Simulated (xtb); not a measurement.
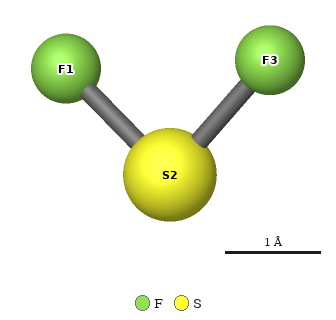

The structure as given in the input (ball-and-stick view, seen at a tilt; atoms are numbered from 1 in the order of the input). Bond lengths as drawn: F–S 1.67 to 1.69 Å.

Geometry relaxation, with input and output: SF2 (part 1 of 2)

System: SF2 (sulfur difluoride), SMILES FSF.
Method: GFN2-xTB (xtb 6.7.1).

Input file (geom.xyz)
```
3

F      0.52875000     1.06858000     0.42048000
S     -0.65093000     0.08830000    -0.29415000
F      0.25561000    -1.29177000    -0.04855000
```

File detailed.inp
```
$opt
   hessian=lindh-d2
$end
```

Launched with:
```bash
xtb geom.xyz -I detailed.inp --opt tight | tee geom.out
```

Log
```
* xtb version 6.7.1
   ID    Z sym.   atoms
    1    9 F      1, 3
    2   16 S      2

           -------------------------------------------------
          |                Calculation Setup                |
           -------------------------------------------------

          program call               : xtb geom.xyz -I detailed.inp --opt tight
          coordinate file            : geom.xyz
          omp threads                :                     1

           -------------------------------------------------
          |                 G F N 2 - x T B                 |
           -------------------------------------------------

      * Hamiltonian:
        H0-scaling (s, p, d)           1.850000    2.230000    2.230000
        zeta-weighting                 0.500000
      * Dispersion:
        s8                             2.700000
        a1                             0.520000
        a2                             5.000000
        s9                             5.000000
      * Repulsion:
        kExp                           1.500000    1.000000
        rExp                           1.000000
      * Coulomb:
        alpha                          2.000000
        third order                    shell-resolved
        anisotropic                    true
        a3                             3.000000
        a5                             4.000000
        cn-shift                       1.200000
        cn-exp                         4.000000
        max-rad                        5.000000

          ...................................................
          :                      SETUP                      :
          :.................................................:
          :  # basis functions                  18          :
          :  # atomic orbitals                  17          :
          :  # shells                            7          :
          :  # electrons                        20          :
          :  max. iterations                   250          :
          :  Hamiltonian                  GFN2-xTB          :
          :  restarted?                      false          :
          :  GBSA solvation                  false          :
          :  PC potential                    false          :
          :  electronic temp.          300.0000000     K    :
          :  accuracy                    1.0000000          :
          :  -> integral cutoff          0.2500000E+02      :
          :  -> integral neglect         0.1000000E-07      :
          :  -> SCF convergence          0.1000000E-05 Eh   :
          :  -> wf. convergence          0.1000000E-03 e    :
          :  Broyden damping             0.4000000          :
          :  net charge                          0          :
          :  unpaired electrons                  0          :
          ...................................................

 iter      E             dE          RMSdq      gap      omega  full diag
   1    -12.6721443 -0.126721E+02  0.120E+01    2.75       0.0  T
   2    -12.6872233 -0.150790E-01  0.435E+00    2.36       1.0  T
   3    -12.6879456 -0.722373E-03  0.105E+00    2.13       1.0  T
   4    -12.6880439 -0.982267E-04  0.264E-01    2.06       1.0  T
   5    -12.6880499 -0.609461E-05  0.769E-02    2.07       1.0  T
   6    -12.6880505 -0.561236E-06  0.345E-02    2.08       1.7  T
   7    -12.6880506 -0.870153E-07  0.212E-03    2.07      27.2  T
   8    -12.6880506 -0.524427E-09  0.782E-04    2.07      73.8  T
   9    -12.6880506 -0.332303E-10  0.677E-05    2.07     853.0  T

   *** convergence criteria satisfied after 9 iterations ***

         #    Occupation            Energy/Eh            Energy/eV
      -------------------------------------------------------------
         1        2.0000           -0.8419103             -22.9095
       ...           ...                  ...                  ...
         4        2.0000           -0.5714453             -15.5498
         5        2.0000           -0.5615398             -15.2803
         6        2.0000           -0.5422323             -14.7549
         7        2.0000           -0.5241536             -14.2629
         8        2.0000           -0.5234200             -14.2430
         9        2.0000           -0.5168318             -14.0637
        10        2.0000           -0.3941024             -10.7241 (HOMO)
        11                         -0.3178773              -8.6499 (LUMO)
        12                         -0.2518803              -6.8540
        13                         -0.0108862              -0.2962
        14                         -0.0055156              -0.1501
        15                          0.0016674               0.0454
       ...                                ...                  ...
        17                          0.4552215              12.3872
      -------------------------------------------------------------
                  HL-Gap            0.0762251 Eh            2.0742 eV
             Fermi-level           -0.3559899 Eh           -9.6870 eV

 SCC (total)                   0 d,  0 h,  0 min,  0.002 sec
 SCC setup                      ...        0 min,  0.000 sec (  3.432%)
 Dispersion                     ...        0 min,  0.000 sec (  1.149%)
 classical contributions        ...        0 min,  0.000 sec (  0.612%)
 integral evaluation            ...        0 min,  0.000 sec ( 18.031%)
 iterations                     ...        0 min,  0.001 sec ( 50.977%)
 molecular gradient             ...        0 min,  0.000 sec ( 21.283%)
 printout                       ...        0 min,  0.000 sec (  4.167%)

         :::::::::::::::::::::::::::::::::::::::::::::::::::::
         ::                     SUMMARY                     ::
         :::::::::::::::::::::::::::::::::::::::::::::::::::::
         :: total energy             -12.683994384893 Eh    ::
         :: gradient norm              0.044333323613 Eh/a0 ::
         :: HOMO-LUMO gap              2.074190265396 eV    ::
         ::.................................................::
         :: SCC energy               -12.688050588722 Eh    ::
         :: -> isotropic ES            0.020060330301 Eh    ::
         :: -> anisotropic ES         -0.000194266321 Eh    ::
         :: -> anisotropic XC          0.003251616964 Eh    ::
         :: -> dispersion             -0.000877121556 Eh    ::
         :: repulsion energy           0.004056203830 Eh    ::
         :: add. restraining           0.000000000000 Eh    ::
         :: total charge              -0.000000000000 e     ::
         :::::::::::::::::::::::::::::::::::::::::::::::::::::

      -----------------------------------------------------------
     |                   =====================                   |
     |                        A N C O P T                        |
     |                   =====================                   |
     |               Approximate Normal Coordinate               |
     |                Rational Function Optimizer                |
      -----------------------------------------------------------
      -----------------------------------------------------------
     |                   =====================                   |
     |                        A N C O P T                        |
     |                   =====================                   |
     |               Approximate Normal Coordinate               |
     |                Rational Function Optimizer                |
      -----------------------------------------------------------

          ...................................................
          :                      SETUP                      :
          :.................................................:
          :   optimization level             tight          :
          :   max. optcycles                   200          :
          :   ANC micro-cycles                  20          :
          :   degrees of freedom                 3          :
          :.................................................:
          :   RF solver                   davidson          :
          :   write xtbopt.log                true          :
          :   linear?                        false          :
          :   energy convergence         0.1000000E-05 Eh   :
          :   grad. convergence          0.8000000E-03 Eh/α :
          :   maxmium RF displ.          1.0000000          :
          :   Hlow (freq-cutoff)         0.1000000E-01      :
          :   Hmax (freq-cutoff)         5.0000000          :
          :   S6 in model hess.         20.0000000          :
          ...................................................

generating ANC from exact Hessian ...
Using Lindh-Hessian
 Shifting diagonal of input Hessian by    0.0000000000000000
 Lowest  eigenvalues of input Hessian
    0.000000    0.000000    0.000000    0.000000    0.000000    0.000000
    0.105865    1.182110    1.274463
 Highest eigenvalues
    0.000000    0.000000    0.000000    0.105865    1.182110    1.274463

........................................................................
.............................. CYCLE    1 ..............................
........................................................................

 iter      E             dE          RMSdq      gap      omega  full diag
   1    -12.6880506 -0.126881E+02  0.460E-05    2.07       0.0  T
   2    -12.6880506 -0.307310E-12  0.179E-05    2.07    3231.4  T
   3    -12.6880506 -0.159872E-13  0.610E-06    2.07    9471.0  T
     SCC iter.                  ...        0 min,  0.000 sec
     gradient                   ...        0 min,  0.000 sec
 * total energy  :   -12.6839944 Eh     change       -0.1321609E-11 Eh
   gradient norm :     0.0443336 Eh/α   predicted     0.0000000E+00 (-100.00%)
   displ. norm   :     0.0774117 α      lambda       -0.2084067E-02
   maximum displ.:     0.0684683 α      in ANC's #1, #2, #3, ...

........................................................................
.............................. CYCLE    2 ..............................
........................................................................

 iter      E             dE          RMSdq      gap      omega  full diag
   1    -12.6903417 -0.126903E+02  0.334E-01    2.26       0.0  T
   2    -12.6903569 -0.151914E-04  0.194E-01    2.27       1.0  T
   3    -12.6903579 -0.102801E-05  0.641E-02    2.26       1.0  T
   4    -12.6903580 -0.780251E-07  0.155E-02    2.26       3.7  T
   5    -12.6903580 -0.512138E-08  0.418E-03    2.26      13.8  T
   6    -12.6903580 -0.669704E-09  0.399E-04    2.26     144.8  T
   7    -12.6903580 -0.191598E-10  0.897E-05    2.26     643.9  T
     SCC iter.                  ...        0 min,  0.000 sec
     gradient                   ...        0 min,  0.000 sec
 * total energy  :   -12.6856371 Eh     change       -0.1642741E-02 Eh
   gradient norm :     0.0288205 Eh/α   predicted    -0.1048277E-02 ( -36.19%)
   displ. norm   :     0.0842573 α      lambda       -0.1868341E-02
   maximum displ.:     0.0590443 α      in ANC's #1, #2, #3, ...

........................................................................
.............................. CYCLE    3 ..............................
........................................................................

 iter      E             dE          RMSdq      gap      omega  full diag
   1    -12.6926543 -0.126927E+02  0.469E-01    2.52       0.0  T
   2    -12.6926921 -0.377232E-04  0.288E-01    2.52       1.0  T
   3    -12.6926943 -0.228725E-05  0.102E-01    2.52       1.0  T
   4    -12.6926945 -0.140056E-06  0.156E-02    2.51       3.7  T
   5    -12.6926945 -0.371105E-07  0.604E-03    2.51       9.6  T
   6    -12.6926945 -0.242711E-08  0.472E-04    2.51     122.2  T
   7    -12.6926945 -0.232170E-10  0.878E-05    2.51     657.3  T
     SCC iter.                  ...        0 min,  0.000 sec
     gradient                   ...        0 min,  0.000 sec
 * total energy  :   -12.6866059 Eh     change       -0.9688220E-03 Eh
   gradient norm :     0.0027122 Eh/α   predicted    -0.9408025E-03 (  -2.89%)
   displ. norm   :     0.0119449 α      lambda       -0.2477902E-04
   maximum displ.:     0.0114103 α      in ANC's #1, #2, #3, ...

........................................................................
.............................. CYCLE    4 ..............................
........................................................................

 iter      E             dE          RMSdq      gap      omega  full diag
   1    -12.6928360 -0.126928E+02  0.511E-02    2.51       0.0  T
   2    -12.6928362 -0.238744E-06  0.235E-02    2.51       2.5  T
   3    -12.6928363 -0.317273E-07  0.537E-03    2.51      10.7  T
   4    -12.6928363 -0.165006E-08  0.206E-03    2.51      28.0  T
   5    -12.6928363 -0.307637E-09  0.555E-04    2.51     104.0  T
   6    -12.6928363 -0.460165E-10  0.152E-04    2.51     378.7  T
     SCC iter.                  ...        0 min,  0.000 sec
     gradient                   ...        0 min,  0.000 sec
 * total energy  :   -12.6866243 Eh     change       -0.1831408E-04 Eh
   gradient norm :     0.0010889 Eh/α   predicted    -0.1239122E-04 ( -32.34%)
   displ. norm   :     0.0220584 α      lambda       -0.1328971E-04
   maximum displ.:     0.0219244 α      in ANC's #1, #2, #3, ...

........................................................................
.............................. CYCLE    5 ..............................
........................................................................
```
